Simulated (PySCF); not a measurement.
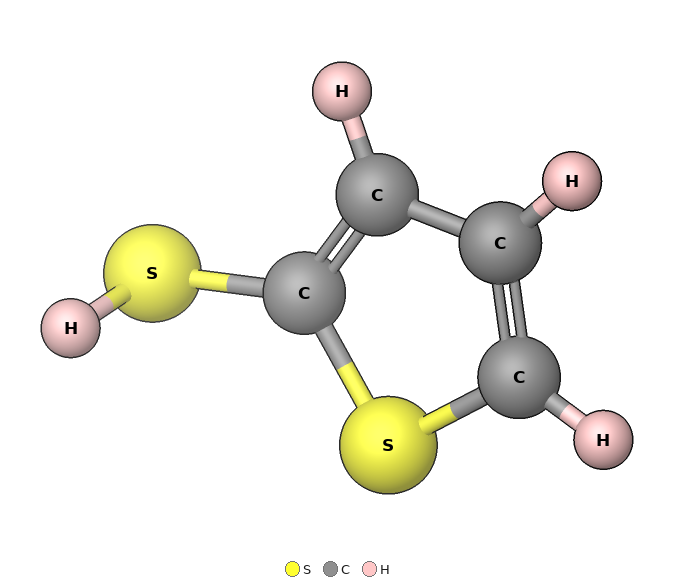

Orthographic view. Depth is shown by fading: the farther an atom, the more it takes the colour of the background. Computed geometry: PBE0-D3(BJ)/def2-SVP optimisation. No frequency run is at hand to confirm it as a minimum.

Write the InChI string.

InChI=1S/C4H4S2/c5-4-2-1-3-6-4/h1-3,5H
